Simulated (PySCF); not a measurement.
# CH3B2Br (SMILES BrC1BB1) at TPSSh/x2c-TZVPall (sfX2C)

Aim: the vertical singlet–triplet gap of CH3B2Br at TPSSh/x2c-TZVPall (sfX2C), from 2 runs. Input form: a Python script.

The results are computed with PySCF 2.14.0.

## (1) The structure to begin with

CH3B2Br has 7 atoms, charge 0, and is taken as a singlet. As SMILES, `BrC1BB1`. The coordinates come from a PBE0-D4/def2-TZVP relaxation.

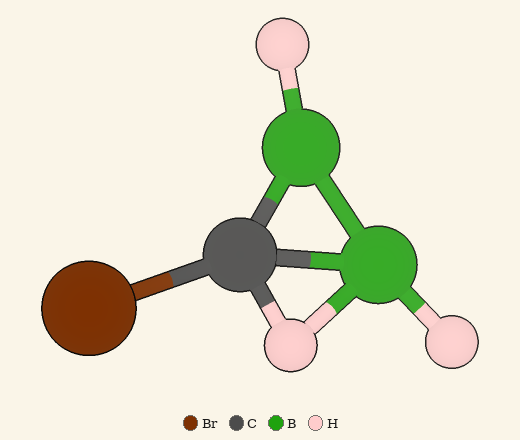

The structure, seen from a chosen angle (bromine brown, carbon dark grey, boron green, hydrogen pink).

## (2) The energy at TPSSh/x2c-TZVPall (sfX2C)

Input file input.py:

```python
# BrC1BB1
from pyscf import gto, dft

mol = gto.M(
    atom=[
    ('Br', (-2.218900, -1.008100, -0.537700)),
    ('C', (-0.548400, -0.233600, -0.085800)),
    ('B', (0.110800, 0.489700, 0.976800)),
    ('B', (0.987200, 0.189600, -0.278500)),
    ('H', (0.027700, -0.495600, -1.050400)),
    ('H', (-0.112900, 0.921700, 2.050200)),
    ('H', (1.815700, 0.068500, -1.120300)),
],
    verbose=3,
    spin=0,
    basis='x2c-tzvpall',
    max_memory=1860,
)

mf = dft.RKS(mol)
mf.xc = 'tpssh'
mf = mf.sfx2c1e()
mf.grids.level = 4
mf.conv_tol = 1e-10
mf.kernel()
if not mf.converged:
    mf = mf.newton().run(mf.mo_coeff, mf.mo_occ)

e_final = mf.e_tot
print('E = %.10f Eh' % e_final)
```

Command:

```bash
$ OMP_NUM_THREADS=1 python input.py
```

The log of the run:

```text
converged SCF energy = -2695.7815197385
E = -2695.7815197385 Eh
```

Run time: 76 s. Hardware: 1 thread of Arm Neoverse V1, shared host; peak memory 1.2 GiB.

## (3) The triplet

Input file job.py:

```python
from pyscf import gto, dft

mol = gto.Mole()
mol.atom = '''
Br    -4.193113    -1.905033    -1.016106
C     -1.036326    -0.441440    -0.162139
B      0.209382     0.925399     1.845884
B      1.865538     0.358292    -0.526289
H      0.052345    -0.936548    -1.984968
H     -0.213350     1.741761     3.874317
H      3.431176     0.129446    -2.117060
'''
mol.basis = 'x2c-tzvpall'
mol.spin = 2
mol.charge = 0
mol.unit = 'bohr'
mol.max_memory = 1860
mol.verbose = 3
mol.build()

calc0 = dft.UKS(mol, xc='tpssh')
calc0 = calc0.sfx2c1e()
calc0.grids.level = 4
calc0.conv_tol = 1e-10
calc0.kernel()
if not calc0.converged:
    calc0 = calc0.newton().run(calc0.mo_coeff, calc0.mo_occ)

e_final = calc0.e_tot
print('E = %.10f Eh' % e_final)
```

Command:

```bash
$ OMP_NUM_THREADS=1 python job.py
```

The log of the run:

```text
WARN: HOMO -0.0960968732155055 >= LUMO -0.299925228350161

WARN: HOMO -0.0565786938376327 >= LUMO -0.151024480895782

WARN: HOMO -0.0815150043589233 >= LUMO -0.224020633765134

WARN: HOMO -0.104745173248721 >= LUMO -0.239580007910026

WARN: HOMO -0.108886788556465 >= LUMO -0.219757802499057

WARN: HOMO -0.113960927138908 >= LUMO -0.218106797373327

WARN: HOMO -0.115418440766451 >= LUMO -0.216487245748425

WARN: HOMO -0.116796653277351 >= LUMO -0.215959536916575

WARN: HOMO -0.116747747785077 >= LUMO -0.21580895537365

WARN: HOMO -0.117000853228131 >= LUMO -0.215931187467998

WARN: HOMO -0.116966912436414 >= LUMO -0.215911347864218

WARN: HOMO -0.116980193943757 >= LUMO -0.215911348290248

WARN: HOMO -0.116975843676595 >= LUMO -0.215912324470281

WARN: HOMO -0.116973611513636 >= LUMO -0.215910535533542

WARN: HOMO -0.116971961941676 >= LUMO -0.215910087203721

WARN: HOMO -0.11698302635094 >= LUMO -0.215908273177916

WARN: HOMO -0.117022527552564 >= LUMO -0.215854813550187

WARN: HOMO -0.117034779941967 >= LUMO -0.215849333166517

WARN: HOMO -0.11703196180612 >= LUMO -0.215861110686127

WARN: HOMO -0.117011428002765 >= LUMO -0.215876634917631

WARN: HOMO -0.117011122985048 >= LUMO -0.215907396509369

WARN: HOMO -0.117008270295951 >= LUMO -0.215901324046683

WARN: HOMO -0.117005261255748 >= LUMO -0.215908125304257

WARN: HOMO -0.11700758798413 >= LUMO -0.215903382708497

WARN: HOMO -0.117006009926186 >= LUMO -0.215906386317382

WARN: HOMO -0.117006278736159 >= LUMO -0.215904985560289

converged SCF energy = -2695.62070080355  <S^2> = 2.0112855  2S+1 = 3.0075143
E = -2695.6207008036 Eh
```

Run time: 4.9 min. Hardware: 1 thread of Arm Neoverse V1, shared host; peak memory 1.3 GiB.

## (4) Outcome

Level: TPSSh/x2c-TZVPall (sfX2C).

| quantity | value |
| --- | --- |
| singlet: total energy | -2695.78152 Eh |
| singlet: dipole moment | 1.29 D |
| singlet: HOMO energy | -7.15 eV |
| singlet: LUMO energy | -1.41 eV |
| singlet: HOMO–LUMO gap | 5.73 eV |
| triplet: total energy | -2695.62070 Eh |
| triplet: dipole moment | 1.88 D |
| triplet: HOMO energy (highest over α and β) | -3.18 eV |
| triplet: ⟨S²⟩ | 2.011 |
| vertical energy of the triplet above the singlet | 4.376 eV |

**Reading.** At this shape the triplet lies 4.38 eV (422 kJ/mol) above the singlet. Mulliken charges (singlet) run from -0.19 on B4 to +0.24 on H5. Mulliken charges (triplet) run from -0.37 on B4 to +0.24 on H5; they depend strongly on the basis.
